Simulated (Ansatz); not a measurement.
System: AlBH3OSi (SMILES B=[Si+][O][AlH2]) (charge +1).

The calculation's input:

```
crystal:
  periodic: [false, false, false]
  atoms:
    - {symbol: B, position_ang: [-2.167111, -1.484966, -0.495572]}
    - {symbol: Si, position_ang: [-0.064353, -1.288599, -0.803888]}
    - {symbol: O, position_ang: [0.525828, -0.010091, -0.113960]}
    - {symbol: Al, position_ang: [1.403046, 1.358789, 0.572821]}
    - {symbol: H, position_ang: [-3.075097, -2.210665, -0.768885]}
    - {symbol: H, position_ang: [1.936019, 1.054596, 2.010471]}
    - {symbol: H, position_ang: [1.441668, 2.580946, -0.400987]}
basis:
  gaussian: {orbitals: def2-TZVPP}
total_charge: 1
hamiltonian: {xc: pbe0, dispersion: d4}
output: {orbitals: {seedname: orbitals}}
```

Launched as:

```sh
ansatz run in.yaml --threads 2 --pin off --events-out ev --progress --plain --max-ram 4352MiB
```

Geometry: PBE0-D4/def2-TZVP.

Level of theory: RKS PBE0-D4/def2-TZVPP in Ansatz 0.2.0.

What will maps of the electron density and electron localisation function show?

Answer. Si–O (1.57 Å): ρ at the midpoint is about 1.3 e/Å³; the ELF peaks at about 0.85 between the atoms, as expected for a polar covalent bond.
Al–O (1.76 Å): ρ at the midpoint is about 0.73 e/Å³; the ELF peaks at about 0.85 in the valence shell of O, 0.6 Å from its nucleus, and is about 0.45 at the midpoint.
Si–B (2.13 Å): the density is about 0.63 e/Å³ at the midpoint; the ELF peaks at about 1 between the atoms, as expected for localised, covalent bonding.
B–H (1.19 Å): ρ at the midpoint is about 1.4 e/Å³; the ELF peaks at about 1 between the atoms; a covalent bond by its length.

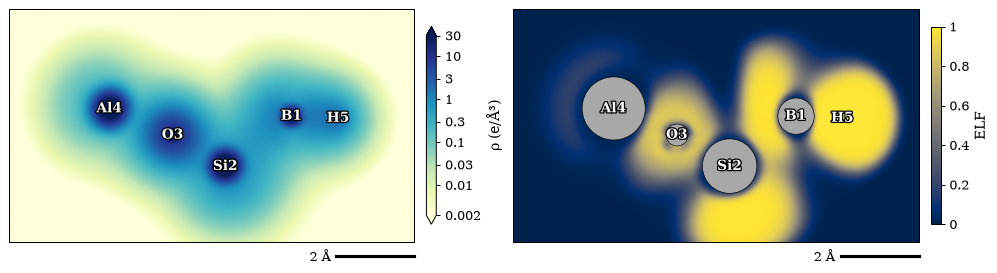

Computed electron density and electron localisation function on the plane of atoms B1, Si2 and O3, in this order. Grey discs cover the atomic cores in the ELF map. 
